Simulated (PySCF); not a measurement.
# [Tm(H2O)]3+: other functionals and bases at one geometry

Aim: see how levels, charges and forces of [Tm(H2O)]3+ depend on the level of theory. It is a constructed species; whether it can be made isn't addressed.

Computed with PySCF 2.14.0. Level: several levels, as the steps say, no spin–orbit coupling.

3 further runs of the same task are left out: 2 for a known fault of the program, 1 set aside as unsound or not needed.

## Step 1: Starting geometry

4 atoms, charge 3, spin multiplicity 1.

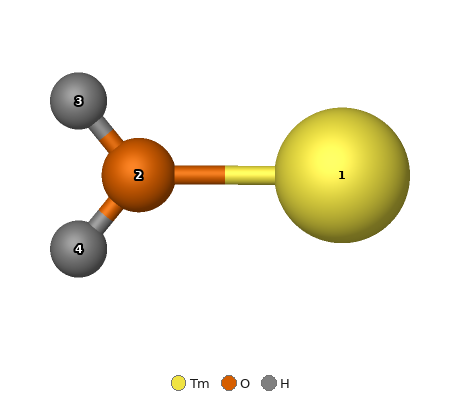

The structure; thulium yellow, oxygen orange, hydrogen grey; atoms are numbered from 1 in the order of the file.

Coordinates:

```xyz
4

Tm    0.00000    0.00000   -0.05896
O     0.00000    0.00000    2.08199
H     0.78212    0.00000    2.71639
H    -0.78212    0.00000    2.71639
```

Formal oxidation states: Tm +3. Each metal's 12 4f electrons lie in its core potential, so multiplicities, spins and levels count the valence alone. An earlier session relaxed this geometry at r2SCAN, Tm lcecp-1-SVP with ECP58, O def2-SVP, H def2-SVP (singlet, point group C2v).

At r2SCAN on the finer grid: E = -113.807466 Eh, HOMO -27.07 eV, LUMO -21.09 eV, Mulliken charge on Tm1 +2.54 e, largest force component 0.005 eV/Å. 

Levels to run: PBE0; TPSS; BLYP; BP86; r2SCAN, TZVP. Hardware: 2 threads of Arm Neoverse V1, shared host.

## Step 2: PBE0

File run.py (the lines that set the calculation):

```python
mol = gto.M(atom='''
Tm     0.00000     0.00000    -0.05896
O      0.00000     0.00000     2.08199
H      0.78212     0.00000     2.71639
H     -0.78212     0.00000     2.71639''',
    basis={'Tm': 'lcecp-1-SVP', 'O': 'def2-SVP', 'H': 'def2-SVP'},
    ecp={'Tm': 'lcecp-1-SVP'},
    charge=3, spin=0)
mf = dft.RKS(mol, xc='PBE0')
mf.grids.atom_grid = (75, 302)  # f atoms: unpruned, at least (60, 302)
mf = mf.density_fit()  # fitting sets: Tm AutoAux, O def2-universal-JKFIT, H def2-universal-JKFIT
mf.conv_tol = 1e-08; mf.max_cycle = 55
mf.kernel(dm0)  # dm0: the density of the relaxed state
```

Launch:

```sh
$ OMP_NUM_THREADS=2 python run.py
```

## Step 3: TPSS

run.py (the lines that set the calculation), as its differences from that of step 2:

```diff
@@ -8,3 +8,3 @@
     charge=3, spin=0)
-mf = dft.RKS(mol, xc='PBE0')
+mf = dft.RKS(mol, xc='TPSS')
 mf.grids.atom_grid = (75, 302)  # f atoms: unpruned, at least (60, 302)
```

## Step 4: BLYP

run.py (the lines that set the calculation), as its differences from that of step 3:

```diff
@@ -8,3 +8,3 @@
     charge=3, spin=0)
-mf = dft.RKS(mol, xc='TPSS')
+mf = dft.RKS(mol, xc='BLYP')
 mf.grids.atom_grid = (75, 302)  # f atoms: unpruned, at least (60, 302)
```

## Step 5: BP86

run.py (the lines that set the calculation), as its differences from that of step 4:

```diff
@@ -8,3 +8,3 @@
     charge=3, spin=0)
-mf = dft.RKS(mol, xc='BLYP')
+mf = dft.RKS(mol, xc='B88,P86')
 mf.grids.atom_grid = (75, 302)  # f atoms: unpruned, at least (60, 302)
```

## Step 6: r2SCAN, TZVP

Basis: Tm lcecp-1-TZVP with ECP58, O def2-TZVP, H def2-TZVP. 

File run.py (the lines that set the calculation):

```python
mol = gto.M(atom='''
Tm     0.00000     0.00000    -0.05896
O      0.00000     0.00000     2.08199
H      0.78212     0.00000     2.71639
H     -0.78212     0.00000     2.71639''',
    basis={'Tm': 'lcecp-1-TZVP', 'O': 'def2-TZVP', 'H': 'def2-TZVP'},
    ecp={'Tm': 'lcecp-1-TZVP'},
    charge=3, spin=0)
mf = dft.RKS(mol, xc='R2SCAN')
mf.grids.atom_grid = (75, 302)  # f atoms: unpruned, at least (60, 302)
mf = mf.density_fit()  # fitting sets: Tm AutoAux, O def2-universal-JKFIT, H def2-universal-JKFIT
mf.conv_tol = 1e-08; mf.max_cycle = 55
mf.kernel(dm0)  # dm0: free metal ions and neutral atoms
```

What does the calculation give? Wanted: for each run, HOMO; gap; charge on Tm1; dipole; largest force.

The runs gave:

| level | state | HOMO (eV) | gap (eV) | charge on Tm1 (e) | dipole (D) | largest force (eV/Å) | basis functions | time |
| --- | --- | --- | --- | --- | --- | --- | --- | --- |
| r2SCAN (relaxed here) | singlet | -27.07 | 5.98 | 2.54 | 3.49 | 0.01 | 57 | 8.3 s |
| PBE0 | singlet | -28.46 | 7.66 | 2.54 | 3.44 | 0.13 | 57 | 2.3 s |
| TPSS | singlet | -26.85 | 5.21 | 2.50 | 3.69 | 0.29 | 57 | 3.9 s |
| BLYP | singlet | -26.73 | 4.76 | 2.47 | 3.83 | 0.41 | 57 | 2.5 s |
| BP86 | singlet | -26.94 | 5.12 | 2.48 | 3.78 | 0.49 | 57 | 1.8 s |
| r2SCAN, TZVP | singlet | -27.03 | 5.82 | 2.63 | 3.57 | 0.36 | 90 | 7.9 s |

Times are on 2 threads of Arm Neoverse V1, shared host; the first row also made further properties. The dipole of a charged species depends on the origin, so these sizes hold for this origin alone.

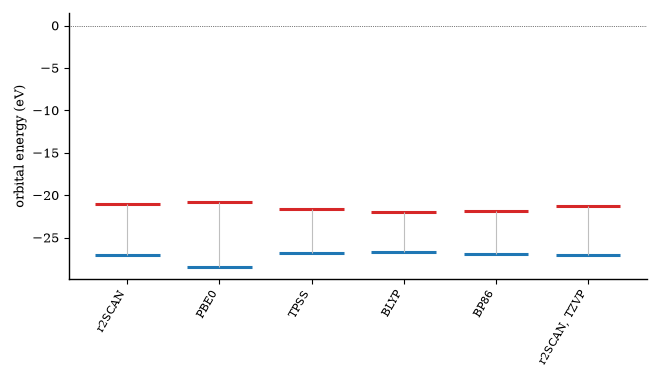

Highest filled and lowest empty level, method by method.

In one basis the HOMO–LUMO gap runs from 4.76 eV (BLYP) to 7.66 eV (PBE0). The largest leftover force, 0.49 eV/Å with BP86, stands at a geometry relaxed at another level. The Mulliken charge on Tm spans +2.47 to +2.63 e over the levels. With 4f in the core, its levels are missing from HOMO and gap. Total energies of different levels can't be compared. Spin–orbit coupling is left out throughout.
